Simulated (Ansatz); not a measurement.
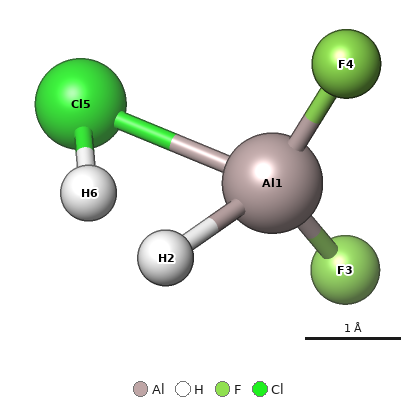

The structure (ball-and-stick view, seen at a tilt; atoms are numbered from 1 in the order of the input). Sticks mark near contacts.

# Run report: AlH₂ClF₂, frequency calculation

The run: frequency calculation of AlH₂ClF₂. Method and program: RKS PBE0-D4/def2-SVP (Ansatz 0.2.0).

It belongs to a series of runs on one base structure; here: vibrations at the highest image of the band. Figures and captions count atoms from 1; the log counts them from 0 in places.

What the program printed
```
Engine: ansatz 0.2.0, aarch64-unknown-linux-gnu
Functional definition: PBE0
  parameter a = 0.25
  parameter kappa = 0.804
  parameter beta = 0.06672455060314922
  exchange = (1 - a)*pbe_x(kappa = kappa, mu = beta*pi^2/3) + a*exact_x
  correlation = pbe_c(beta = beta)
722 factors; integrals over basis functions are off by at most 3.9e-4 eV
mean field evaluation 1: about -24563.4807 eV, gradient 4.7e1 eV
mean field evaluation 2: about -24558.0785 eV, gradient 7.6e1 eV
mean field evaluation 4: about -24566.9292 eV, gradient 5.3e-1 eV
mean field evaluation 8: about -24566.9439 eV, gradient 7.2e-3 eV
mean field -24566.94385908 eV, -902.8185347487 hartree, gradient 1.6e-5 eV, S^2 0.000000; 0 other end points of the search recorded, 0 dependent functions left out
the calculation of the forces begins
reference -24566.94388753 eV, -902.8185357941 hartree; 25, 25 occupied and 49, 49 virtual orbitals, 722 factors
these checks for a lower state are left out or cut short: stability, starts, cluster_reference, orbital_swaps, neighbouring_geometries, increment
722 factors; integrals over basis functions are off by at most 3.9e-4 eV
mean field evaluation 16: about -24566.9437 eV, gradient 1.7e-1 eV
mean field -24566.94371015 eV, -902.8185292754 hartree, gradient 1.8e-6 eV, S^2 0.000000; 0 other end points of the search recorded, 0 dependent functions left out
[... from here on the field's lines of each further geometry are left out, up to the last ...]
the calculation of the forces begins
reference -24566.94385767 eV, -902.8185346967 hartree; 25, 25 occupied and 49, 49 virtual orbitals, 722 factors
these checks for a lower state are left out or cut short: stability, starts, cluster_reference, orbital_swaps, neighbouring_geometries, increment
722 factors; integrals over basis functions are off by at most 3.9e-4 eV
mean field -24566.94383250 eV, -902.8185337717 hartree, gradient 1.0e-6 eV, S^2 0.000000; 0 other end points of the search recorded, 0 dependent functions left out
the calculation of the forces begins
reference -24566.94386095 eV, -902.8185348171 hartree; 25, 25 occupied and 49, 49 virtual orbitals, 722 factors
WARN: phonons: modes at or below zero, which the zero-point energy, F, S and C_V leave out: 1, the lowest at -608.16 cm⁻¹. A minimum has none, and a first-order saddle one
Total energy: -24567.03194119 eV, -902.8217717062 hartree
Atom 0 at     0.010172    -0.156453     0.063221 Å, force     0.002690     0.009884     0.020678 eV/Å
Atom 1 at     0.015591     0.139809     1.681429 Å, force    -0.000262    -0.000084    -0.022565 eV/Å
Atom 2 at     1.436963     0.126155    -0.726325 Å, force    -0.002365     0.004219    -0.000072 eV/Å
Atom 3 at    -1.441224     0.054047    -0.703621 Å, force     0.001390     0.001666     0.000739 eV/Å
Atom 4 at     0.076414    -2.369400     0.935913 Å, force    -0.001076    -0.025601     0.002422 eV/Å
Atom 5 at     0.051182    -1.174961     1.717384 Å, force    -0.000378     0.009915    -0.001202 eV/Å
Dipole moment:     0.008336    -0.191075     0.469592 e Å
Vibrations: -608.16 128.05 188.55 271.20 447.50 537.34 780.51 917.25 983.78 1043.59 1584.93 1912.56 cm⁻¹, zero-point energy 0.545237 eV
```

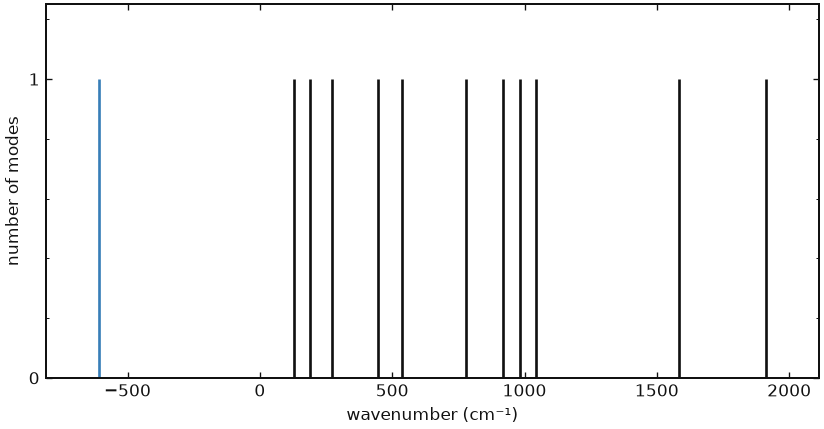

Harmonic vibrational wavenumbers from the force constants; neighbouring modes closer than 11 cm⁻¹ are counted in one stick, and imaginary ones are drawn at negative wavenumbers. 12 modes from 608i to 1913 cm⁻¹, 1 imaginary beyond 8i (608i cm⁻¹): a first-order saddle point, if the geometry is stationary.

This output came from the following input.

Input file
```yaml
crystal:
  periodic: [false, false, false]
  atoms:
    - { symbol: Al, position_ang: [0.010172, -0.156453, 0.063221] }
    - { symbol: H, position_ang: [0.015591, 0.139809, 1.681429] }
    - { symbol: F, position_ang: [1.436963, 0.126155, -0.726325] }
    - { symbol: F, position_ang: [-1.441224, 0.054047, -0.703621] }
    - { symbol: Cl, position_ang: [0.076414, -2.3694, 0.935913] }
    - { symbol: H, position_ang: [0.051182, -1.174961, 1.717384] }
basis:
  gaussian: { orbitals: def2-SVP }
hamiltonian:
  xc: pbe0
  dispersion: d4
phonons: {}
```

Launched with:
```bash
ansatz run input.yaml --threads 1 --pin off --max-ram 2048MiB --backend cpu --events-out ev --progress --plain --runs-dir out
```

Key numbers

| quantity | value |
| --- | --- |
| outcome | converged |
| total energy | −24567.0319 eV |
| mean-field energy | −24566.9439 eV |
| largest force (length of the vector) | 0.026 eV/Å |
| hardware | 1 thread of Arm Neoverse V2, 24 GiB of memory available, shared host |
| wall time | 47 s |
| peak memory | 0.13 GiB |
